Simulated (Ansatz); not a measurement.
# How the geometry moves the gap of ZnSe (Stilleite)

How far does the choice of cell move the gap? The case is ZnSe (Stilleite).

Main program and level: Ansatz 0.2.0; PBE, HSE06 and G0W0, plane waves, PAW.

**The experiments to reproduce.**

- Gap 2.695 ± 0.003 eV: excitonic gap from free-exciton PL, not corrected for exciton binding; photoluminescence; 300 K; bulk crystal (Bridgman-grown crystal, polished and etched) (“Alloy Disordering Effects on the Thermal Conductivity and Energy Gap Temperature Dependence of Cd1−xZnxSe Ternary Crystals Grown by the Bridgman Method”, 2023, pmc:10253836).

## 1. Starting point

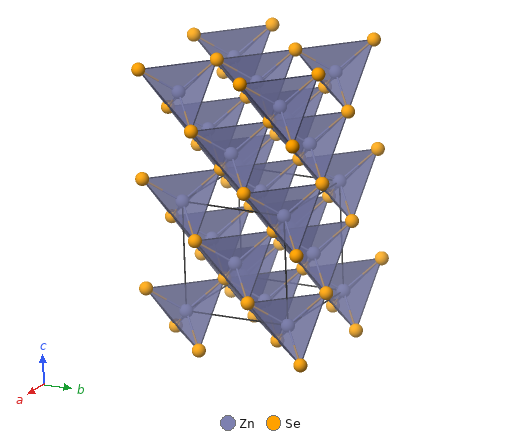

The starting structure, seen slightly off an axis (zinc blue, selenium orange). 1×1×2 cells are drawn. This picture shows the conventional cell, with its axes. Some periodic images of atoms are drawn too.

The cell and positions come from the Crystallography Open Database and are kept as given unless a step says otherwise. The default PAW set here is soft_2. Its files were made with PBE.

## 2. PBE bands at the given cell

Levels along a band path, at the cheap level, show where the edges lie and whether the meshes to come will hold them.

This step: DFT, PBE, plane waves, PAW.

input.yaml reads:

```yaml
crystal:
  lattice:
    - [0.0, 2.8338, 2.8338]
    - [2.8338, 0.0, 2.8338]
    - [2.8338, 2.8338, 0.0]
  atoms:
    - { symbol: Zn, position: [0.0, 0.0, 0.0] }
    - { symbol: Se, position: [0.25, 0.25, 0.25] }
kpoints:
  mp_grid: { grid: [8, 8, 8] }
  band_path:
    path:
      - [[0.0, 0.0, 0.0], [-0.5, -0.5, 0.0], [-0.375, -0.375, 0.25]]
      - [[-0.375, 0.0, 0.375], [0.0, 0.0, 0.0], [0.0, 0.0, 0.5], [-0.5, -0.25, 0.25], [-0.5, -0.5, 0.0]]
    npoints: 10
hamiltonian:
  xc: pbe
scf:
  occupations: { method: fermi_dirac, width: 0.02 }
  n_extra_bands: 4
output:
  eigenvalues: true
  write_density: true
  write_potential: true
  elf: true
  volumetric_format: npy
```

Run with:

```
$ ansatz run input.yaml --threads 3 --pin off --max-ram 92160MiB --backend cuda --events-out ev --progress --plain --runs-dir out --devices 1 --max-vram 13GiB  # rebuilt from the run's record
```

Numbers of over 12 decimals in the logs are rounded to 6 here.

What it wrote:

```text
scf.n_extra_bands = 4 over 14 filled bands (N_el = 28.0): the run solves 18 bands
GPUs: using 1 of 1 available (devices: 1).
Engine: ansatz 0.2.0, x86_64-unknown-linux-gnu
Pseudopotentials: kind: paw
Pseudopotential: Zn, paw, valence charge 12, recommended cutoff 420 eV (normal), Zn.paw.azcp
Pseudopotential: Se, paw, valence charge 16, recommended cutoff 420 eV (normal), Se.paw.azcp
Functional definition: PBE
  parameter kappa = 0.804
  parameter beta = 0.066725
  exchange = pbe_x(kappa = kappa, mu = beta*pi^2/3)
  correlation = pbe_c(beta = beta)
device memory: the entry about to start is reckoned to put 0.8 GiB on a device that reports 32.9 GiB free (of which the cap on the GPU budget leaves the run 13.0 GiB)
GPU FFT provider: cuFFT
GPU libraries: cuBLAS 13.8.2, cuFFT 12.4.0, cuSOLVER 12.3.4
Crystal: 2 atoms, lattice volume = 45.513 Å³
Basis set: ecut = 420 eV, 893 PW (Γ)
Bands: 18, of which v1, the nominal top of the filled ones, is band 14 counted from 1 (13 counted from 0)
Symmetry: 24 space group operations
Space group: F-43m (ITA 216), of the structure as read, at distance tolerance 3.6e-5 Å
k-points: 29 of 512 (time reversal used)
Non-local potential: Zn, projectors of the file, l = 0: 2, l = 1: 2, l = 2: 3, l = 3: 1
Non-local potential: Se, projectors of the file, l = 0: 2, l = 1: 2, l = 2: 3, l = 3: 1
PAW form: soft (Blöchl's): semilocal exchange-correlation on the pseudo side does not see the compensation charge
PAW one-centre angular grid: Zn, 590 points (default); XC on 64 Gauss nodes
PAW one-centre angular grid: Se, 590 points (default); XC on 64 Gauss nodes
Initial density: superposition of atomic densities (neutral atoms: chi_scale 0, normalization atom), corrected by the library's trained network
Initial wavefunctions: pseudopotential atomic-orbital guess
GPU buffer pool allocated for 19683 grid points (all kernels)
GPU transforms: local potential and band sums: pruned to the plane-wave sphere, on 25×27×27
Functional: x = pbe(κ = 0.804, μ = 0.219515), c = pbe(β = 0.066725)
SCF iter   1: F=—  HF=-8789.526300 eV  |F-HF|=—  |Δ(HF+E_count)|=         —  Δρ=8.03e-4  dr2=4.30e-4  ethr=1.77e-3  ⟨swp⟩=5.7  Hψ=2664  notcnv=0
preconditioner: auto → none  [insulator: Δε(μ)=1.281 eV  Ē_g=11.918 eV  σ=0.020 eV  W_gap=1.00  n_scr=14 (ndim 8)  ℏωp=23.4 eV  f_vac=0.121  D(μ)=0.00/eV (n_scr^D=0)  ε∞_Penn≈4.8]
SCF iter   2: F=—  HF=-8789.526210 eV  |F-HF|=—  |Δ(HF+E_count)|=   9.05e-5  Δρ=3.61e-4  dr2=3.15e-5  ethr=1.53e-6  ⟨swp⟩=2.1  Hψ=1248  notcnv=0
SCF iter   3: F=—  HF=-8789.526286 eV  |F-HF|=—  |Δ(HF+E_count)|=   7.66e-5  Δρ=1.62e-4  dr2=6.42e-6  ethr=1.12e-7  ⟨swp⟩=2.0  Hψ=832  notcnv=0
SCF iter   4: F=—  HF=-8789.526288 eV  |F-HF|=—  |Δ(HF+E_count)|=   1.39e-6  Δρ=7.79e-5  dr2=1.08e-6  ethr=2.29e-8  ⟨swp⟩=2.0  Hψ=754  notcnv=0
SCF iter   5: F=—  HF=-8789.526291 eV  |F-HF|=—  |Δ(HF+E_count)|=   3.54e-6  Δρ=1.52e-5  dr2=1.35e-7  ethr=3.85e-9  ⟨swp⟩=2.0  Hψ=928  notcnv=0
SCF iter   6: F=-8789.526291 eV  HF=-8789.526291 eV  |F-HF|=1.02e-8  |Δ(HF+E_count)|=   5.19e-8  Δρ=4.24e-6  dr2=5.93e-9  ethr=3.57e-10  ⟨swp⟩=4.0  Hψ=1953  notcnv=0
SCF 1 converged in 6 iterations: F = -8789.526291 eV  dr2 = 5.93e-9
[...]
device memory: the entry about to start is reckoned to put 1.0 GiB on a device that reports 32.2 GiB free (of which the cap on the GPU budget leaves the run 13.0 GiB)
NSCF: frozen V_eff on 62 k-points, pencils in batches of 32, up to order 80
SCF converged after 6 iterations
Free energy (F): -8789.526291 eV
Harris-Foulkes:  -8789.526291 eV  (|F-HF|=1.02e-8)
Internal energy: -8789.526291 eV  (E = F + TS)
E sigma→0 (E₀):  -8789.526291 eV
Fermi energy:    7.433540 eV
--- Per-component energies (eV) ---
  E_band       = -381.437634
  E_kinetic    = 250.143562
  E_local      = -4390.918575  (includes V_loc(G=0)·N_el)
  E_nonlocal   = 18.351885
  E_hartree    = 2034.686659
  E_xc         = -241.517831
  E_vxc        = -150.310913  (∫ρ·V_xc dr)
  E_paw        = -3739.328257  (= ΣΔE_a)
  E_vpaw       = -178.075847  (= ΣTr[D̂ρ^β])
  E_aug_tail   = -0.000889  (compensation charges beyond the density's cutoff)
  E_ewald      = -2720.942845
  E_smearing   = -0.000000  (= −TS)
  E_closure    = 0.000000  (closes the sum)
  Σ components = -8789.526291   (vs F -8789.526291, Δ=0.00e0)
--- Band table (eV; the first three rows and the last of 29) ---
  k-point 0: bands = [... 10 lower, 0.6112, 6.7785, 6.7785, 6.7785, 8.0666, 12.5892, 12.5892, 12.5892]
  k-point 1: bands = [... 10 lower, 0.6098, 5.4625, 6.6266, 6.6266, 9.0519, 12.5287, 12.8428, 12.8428]
  k-point 2: bands = [... 10 lower, 0.6112, 3.7350, 6.3020, 6.3020, 9.5268, 13.2210, 13.2210, 13.3433]
  k-point 28: bands = [... 10 lower, 0.9106, 2.0961, 4.0184, 4.1172, 12.2611, 12.3314, 13.7486, 14.4919]
```

The job ended after 6.1 s (1 × NVIDIA H100 80GB HBM3 (shared by 6 runs) with 3 threads of AMD EPYC 7R13 (Zen 3), shared host; peak memory 0.93 GiB; 5.8 s of CPU time).

The column dr2 measures how far the density is from self-consistency, as an energy; F and HF (Harris–Foulkes) agree once it is small.

This step gave:

| Property | Result |
| --- | --- |
| filled bands | 14 |
| gap | 1.288 eV |
| valence top at | Γ |
| conduction bottom at | Γ |
| least direct gap | 1.288 eV |

The gap is direct, at Γ.

## 3. The relaxed cell

Cell and ions were relaxed with PBE; that run is not shown. It left this cell:

The structure is cubic, space group F-43m (No. 216). Conventional cell: a = 5.732 Å, b = 5.732 Å, c = 5.732 Å, α = 90.00°, β = 90.00°, γ = 90.00°. Nearest to Zn lie 4 Se at 2.48 Å. Nearest to Se lie 4 Zn at 2.48 Å. Farther neighbours and most contacts between anions are not listed.

## 4. PBE at the relaxed cell

The cell differs from the one that the last finished run ended in (a 4.008 → 4.053 Å, b 4.008 → 4.053 Å, c 4.008 → 4.053 Å).

input.yaml: that of step 2 with these lines changed.

```diff
@@ -2,5 +2,5 @@
   lattice:
-    - [0.0, 2.8338, 2.8338]
-    - [2.8338, 0.0, 2.8338]
-    - [2.8338, 2.8338, 0.0]
+    - [0.0, 2.8662271711, 2.8662271711]
+    - [2.8662271711, 0.0, 2.8662271711]
+    - [2.8662271711, 2.8662271711, 0.0]
   atoms:
```

What it wrote:

```text
[...]
GPUs: using 1 of 1 available (devices: 1).
[...]
GPU FFT provider: cuFFT
GPU libraries: cuBLAS 13.8.2, cuFFT 12.4.0, cuSOLVER 12.3.4
Crystal: 2 atoms, lattice volume = 47.094 Å³
Basis set: ecut = 420 eV, 941 PW (Γ)
Bands: 18, of which v1, the nominal top of the filled ones, is band 14 counted from 1 (13 counted from 0)
[... 1 set-up line as in the run before ...]
[...]
Fermi energy:    6.906753 eV
[...]
--- Band table (eV; the first three rows and the last of 29) ---
  k-point 0: bands = [... 10 lower, 0.2375, 6.3191, 6.3191, 6.3191, 7.4723, 12.1383, 12.1383, 12.1383]
  k-point 1: bands = [... 10 lower, 0.2364, 5.0237, 6.1767, 6.1767, 8.4672, 12.0543, 12.3806, 12.3806]
  k-point 2: bands = [... 10 lower, 0.2378, 3.3608, 5.8707, 5.8707, 8.9772, 12.7481, 12.7481, 12.7885]
  k-point 28: bands = [... 10 lower, 0.5111, 1.8002, 3.6963, 3.8140, 11.7131, 11.8025, 13.2122, 14.0355]
[key lines of the parts left out:]
SCF converged after 6 iterations
Free energy (F): -8789.536375 eV
```

Wall time 11 s (1 × NVIDIA H100 80GB HBM3 (shared by 6 runs) with 3 threads); peak memory 0.91 GiB.

This step gave:

| Item | Value |
| --- | --- |
| gap | 1.153 eV |
| valence top at | Γ |
| conduction bottom at | Γ |
| least direct gap | 1.153 eV |

The gap is direct, at Γ.

## 5. HSE06 at the relaxed cell

HSE06 mixes in a quarter of exact exchange at short range. Exchange couples all pairs of k points, which makes a full band path dear, so levels are read on the mesh and at chosen points.

This step: DFT, HSE06, plane waves, PAW.

input.yaml, the sections that differ from step 4:

```yaml
kpoints:
  mp_grid: { grid: [4, 4, 4] }
  band_path:
    path:
      - [0.0, 0.0, 0.0]
      - [-0.5, -0.5, 0.0]
      - [-0.375, -0.375, 0.25]
      - [-0.375, 0.0, 0.375]
      - [0.0, 0.0, 0.5]
      - [-0.5, -0.25, 0.25]
    npoints: 1
hamiltonian:
  xc: hse06
scf:
  occupations: { method: fixed }
  n_extra_bands: 4
# crystal, output: as in step 4
```

What it wrote:

```text
[...]
GPUs: using 1 of 1 available (devices: 1).
[...]
davidson cushion auto → on  (no smearing: the cushion is to keep the highest requested band from converging to the state above it; pin scf.eigensolver.cushion to override)
[...]
GPU FFT provider: cuFFT
GPU libraries: cuBLAS 13.8.2, cuFFT 12.4.0, cuSOLVER 12.3.4
Crystal: 2 atoms, lattice volume = 47.094 Å³
Basis set: ecut = 420 eV, 941 PW (Γ)
[...]
E sigma→0 (E₀):  -8791.129337 eV
Fermi energy:    5.693941 eV
[...]
--- Band table (eV; the first three rows and the last of 8) ---
  k-point 0: bands = [... 10 lower, -2.1737, 5.6939, 5.6939, 5.6939, 7.9767, 12.6416, 12.6416, 12.6416]
  k-point 1: bands = [... 10 lower, -2.1740, 2.5713, 5.2250, 5.2250, 9.4788, 13.2776, 13.2776, 13.3234]
  k-point 2: bands = [... 10 lower, -2.0022, 0.3923, 4.8330, 4.8330, 9.2821, 13.1850, 13.1850, 15.3238]
  k-point 7: bands = [... 10 lower, -1.8614, 0.9549, 2.8515, 3.0834, 12.1161, 12.4128, 13.8085, 14.4502]
[key lines of the parts left out:]
Free energy (F): -8791.129337 eV
```

It took 23 s on 1 × NVIDIA H100 80GB HBM3 (shared by 6 runs) with 3 threads; peak memory 1.1 GiB; 18 s of CPU time.

Numbers from this step:

```
gap                  : 2.283 eV
valence top at       : Γ
conduction bottom at : Γ
least direct gap     : 2.283 eV
```

The gap stands +1.13 eV against PBE.

## 6. G0W0 at the relaxed cell

Now the one-shot GW correction: screening in the RPA, then the self-energy of the levels asked for.

This step: G0W0 on PBE, plane waves, PAW.

input.yaml reads:

```yaml
crystal:
  lattice:
    - [0.0, 2.8662271711, 2.8662271711]
    - [2.8662271711, 0.0, 2.8662271711]
    - [2.8662271711, 2.8662271711, 0.0]
  atoms:
    - { symbol: Zn, position: [0.0, 0.0, 0.0] }
    - { symbol: Se, position: [0.25, 0.25, 0.25] }
kpoints:
  mp_grid: { grid: [6, 6, 6] }
hamiltonian:
  xc: pbe
scf:
  occupations: { method: fixed }
gw:
  n_empty_bands: 140
  ecut_chi: 120
  qp_bands: [v2, c2]
  qp_kpoints: band_edges
  screening: { model: contour_deformation }
```

What it wrote:

```text
GPUs: using 1 of 1 available (devices: 1).
[...]
GPU FFT provider: cuFFT
GPU libraries: cuBLAS 13.8.2, cuFFT 12.4.0, cuSOLVER 12.3.4
Crystal: 2 atoms, lattice volume = 47.094 Å³
Basis set: ecut = 420 eV, 941 PW (Γ)
Bands: 18, of which v1, the nominal top of the filled ones, is band 14 counted from 1 (13 counted from 0)
[... 1 set-up line as in the run before ...]
[...]
k-points: 16 of 216 (time reversal used)
[...]
1    16     12.1592    -7.4659    -4.3657   -12.0458  0.7639    12.3749    12.3734  root
[...]
12    13      4.2570   -18.1126     2.5373   -14.7434  0.7374     3.3870     3.4252  root
    12    14      4.2570   -18.1126     2.5373   -14.7434  0.7374     3.3870     3.4252  root
    12    15      9.3857    -6.7977    -3.5918   -10.3649  0.7899     9.3612     9.3611  root
    12    16      9.7836    -8.8993    -3.8361   -12.9612  0.7782    10.0108    10.0094  root
[key lines of the parts left out:]
SCF converged after 6 iterations
Free energy (F): -8789.531435 eV
Fermi energy:    6.322452 eV
```

It took 29 s on 1 × NVIDIA H100 80GB HBM3 (shared by 6 runs) with 3 threads; peak memory 1.2 GiB.

Numbers from this step:

```yaml
bands_summed: 154
rpa_eps_infinity_on_this_mesh_eigenvalues: 9.044, 9.044, 9.044
plane_waves_in_the_screening_matrix: 137
g0w0_gap_on_the_mesh: 2.191 eV
k_of_the_valence_top: 0, 0, 0
k_of_the_conduction_bottom: 0, 0, 0
starting_gap_on_the_mesh: 1.152 eV
least_direct_g0w0_gap_on_the_computed_points: 2.191 eV
```

The gap on the mesh goes from 1.15 eV to 2.19 eV, a correction of +1.04 eV. Between the two edge states, bare exchange in place of the xc potential would open the gap by 6.81 eV, and correlation takes back 5.77 eV.

## 7. G0W0 at the given cell

input.yaml, the sections that differ from step 6:

```yaml
crystal:
  lattice:
    - [0.0, 2.8338, 2.8338]
    - [2.8338, 0.0, 2.8338]
    - [2.8338, 2.8338, 0.0]
  atoms:
    - { symbol: Zn, position: [0.0, 0.0, 0.0] }
    - { symbol: Se, position: [0.25, 0.25, 0.25] }
gw:
  n_empty_bands: 135
  ecut_chi: 120
  qp_bands: [v2, c2]
  qp_kpoints: band_edges
  screening: { model: contour_deformation }
# kpoints, hamiltonian, scf: as in step 6
```

What it wrote:

```text
GPUs: using 1 of 1 available (devices: 1).
[...]
GPU FFT provider: cuFFT
GPU libraries: cuBLAS 13.8.2, cuFFT 12.4.0, cuSOLVER 12.3.4
Crystal: 2 atoms, lattice volume = 45.513 Å³
Basis set: ecut = 420 eV, 893 PW (Γ)
Bands: 18, of which v1, the nominal top of the filled ones, is band 14 counted from 1 (13 counted from 0)
[... 1 set-up line as in the run before ...]
[...]
k-points: 16 of 216 (time reversal used)
[...]
1    16     12.6562    -7.6830    -4.3754   -12.2972  0.7709    12.8966    12.8951  root
[...]
12    13      4.5963   -18.3312     2.5549   -14.9114  0.7447     3.7012     3.7315  root
    12    14      4.5963   -18.3312     2.5549   -14.9114  0.7447     3.7012     3.7315  root
    12    15      9.7689    -7.0735    -3.5810   -10.6427  0.7958     9.7571     9.7571  root
    12    16     10.2461    -8.9882    -3.8296   -13.0504  0.7852    10.4799    10.4788  root
[key lines of the parts left out:]
SCF converged after 6 iterations
Free energy (F): -8789.521109 eV
Fermi energy:    6.781841 eV
```

The job ended after 33 s (1 × NVIDIA H100 80GB HBM3 (shared by 6 runs) with 3 threads; peak memory 1.2 GiB).

Numbers from this step:

```yaml
bands_summed: 149
rpa_eps_infinity_on_this_mesh_eigenvalues: 8.519, 8.519, 8.519
plane_waves_in_the_screening_matrix: 137
g0w0_gap_on_the_mesh: 2.374 eV
k_of_the_valence_top: 0, 0, 0
k_of_the_conduction_bottom: 0, 0, 0
starting_gap_on_the_mesh: 1.287 eV
least_direct_g0w0_gap_on_the_computed_points: 2.374 eV
```

The gap on the mesh goes from 1.29 eV to 2.37 eV, a correction of +1.09 eV. Between the two edge states, bare exchange in place of the xc potential would open the gap by 6.94 eV, and correlation takes back 5.86 eV.

## 8. Together

G0W0 rows are gaps on the mesh, lowered by the amount that the mesh misses the start's edges, a rough step that assumes the same correction there.

| level | given cell (eV) | relaxed cell (eV) | change (eV) |
| --- | --- | --- | --- |
| PBE | 1.29 | 1.15 | −0.13 |
| HSE06 | - | 2.28 | - |
| G0W0@PBE | 2.37 | 2.19 | −0.18 |

## 9. Results

```
volume change          : +3.5 %
PBE, given cell        : 1.29 eV
PBE, relaxed cell      : 1.15 eV
HSE06, relaxed cell    : 2.28 eV
G0W0@PBE, relaxed cell : 2.19 eV
G0W0@PBE, given cell   : 2.37 eV
known limits           : not at the basis limit; no spin-orbit coupling
```

In words: Relaxation changes the volume by +3.5 % and the gap by −0.13 eV (PBE) and −0.18 eV (G0W0@PBE). Bands and cutoff are finite, so the gap is not at the basis limit. The miss can reach some tenths of an eV and take either sign; the mesh is an error of its own. The many-body steps are scalar-relativistic: spin-orbit coupling is not in them.

[Paths, hosts, dates, memory and timing lines, banners, echoed tables and standing remarks are left out of the program output.]

[Logs are printed without paths, hosts, clocks, repeated set-up lines and the standing remarks that a program may print on its own settings, such as how far it seeks lower states.]

[Runs of the session that timed out or met a known fault of the program may be left out.]

[Cells called generated may have been cut or substituted from an entry of the Crystallography Open Database or the Materials Project.]

[Hosts, paths, dates, database ids (printed as entryN), source tags and the programs' standing remarks are cut or masked in the printed files.]
